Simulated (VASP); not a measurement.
Band structure of Cd3HgTe4 (ordered alloy cell). Method: PBEsol GGA, VASP's PBE PAW potentials (set 64) (plane waves; VASP 6.6.1).

Unless said otherwise, spin-orbit coupling is left out, though it shifts the bands of the heavy elements here.

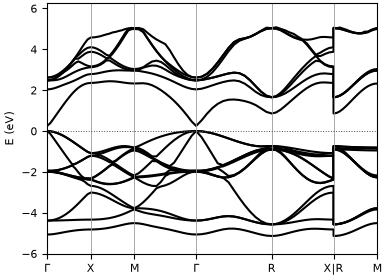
Figure: Bands along high-symmetry lines, zero at the valence-band maximum or, without a gap, the Fermi level

Task: Read the plot: is there a gap, and where are the band edges?

Result: The gap is direct, 0.25 eV, from the valence maximum at Γ to the conduction minimum at Γ. (Edges off the drawn lines would not show.)

The structure was generated: Cd3HgTe4 was put into an ordered model structure (P-43m), which need not be its known phase. It was relaxed first.
